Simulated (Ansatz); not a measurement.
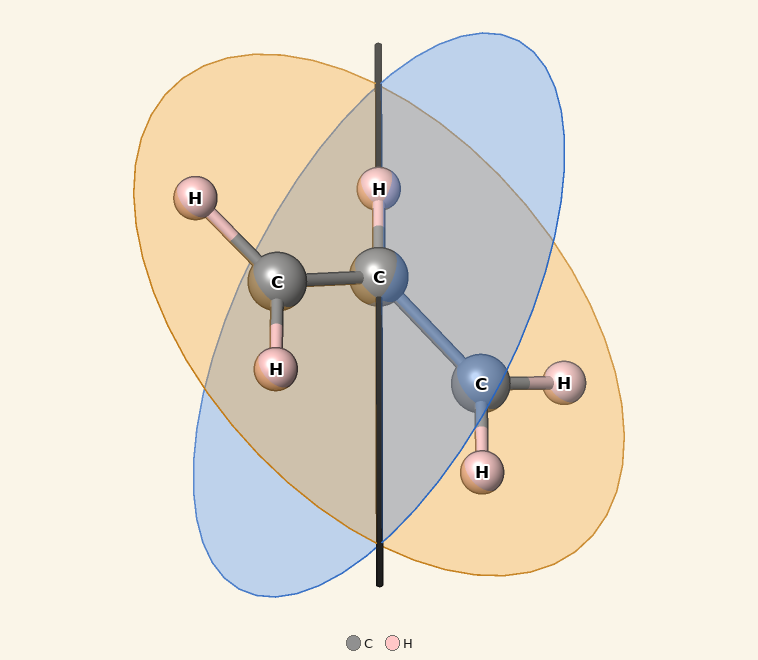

All proper rotation axes (lines) and mirror planes (discs) of the structure are drawn in. Atoms fade into the background with distance from the viewer. The species has charge +1 and is a spin singlet. The geometry was computed by an optimisation with PBE-D4/def2-SVP. No frequency run is at hand to confirm it as a minimum.

Q: Name the symmetry elements and the point group.

A: It has 1 C2 axis and 2 mirror planes. Point group C2v. The group has 4 operations. The geometry is achiral, and symmetry allows a dipole moment.
